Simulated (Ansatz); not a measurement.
# Leakage through hBN between Cu(111) and Cu(111): one more thickness

The current through thinner hBN barriers is known. What leaks through 4 layers at 0.25 V?

**Method.** Ansatz 0.2.0, plane waves with PAW datasets, PBE; a slab with two metal leads whose outer parts are reservoirs, with density and current solved under bias (Landauer, 300 K). The hBN is strained to the lead's lattice, the interfaces are relaxed in a short slab (PBE+D3(BJ)), and bulk layers are laid on.

The runs, with one result withheld:

```
layers of hBN  cell length (Å)  drop between the leads' cuts at 0.25 V (V)  current density at 0.25 V (A/m²)
            2            75.04                                       0.247                         1.50×10¹²
            3            78.41                                       0.249                         5.51×10¹⁰
            4            81.72                                       0.249                                 ?
```

**Estimate by hand.**

Deep in a barrier the current should fall by a fixed factor for each layer; the steps shown give 27 per layer. A straight line through ln J for 2 and 3 layers has the slope −3.303 per layer, a factor of 27; with about 3.37 Å per layer that is β = 0.98 Å⁻¹. Then J = exp(34.640 − 3.303 × 4). Predicted: 2.03×10⁹ A/m².

What the run gave:

2.73×10⁹ A/m², so the prediction is 26 % too low. From 3 to 4 layers the current falls by 20 per layer, against the fitted 27.

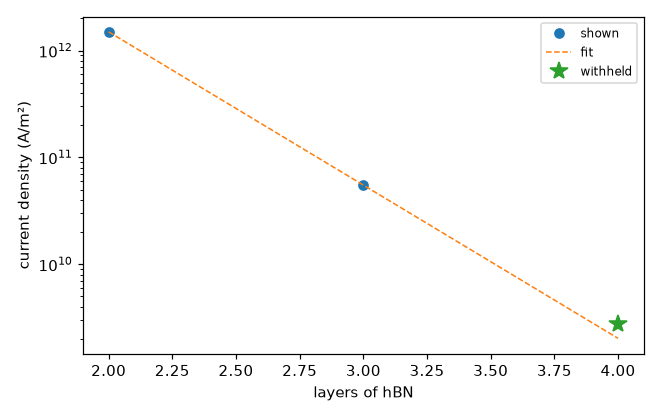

Current density against thickness.

Caveats: On every other k-point the currents of these runs, at any bias, move by up to 7.6 %. A semilocal functional makes the barrier's gap too small; each thickness has its own relaxed interfaces.

[Logs are printed without paths, hosts, clocks, repeated set-up lines and the standing remarks that a program may print on its own settings, such as how far it seeks lower states.]
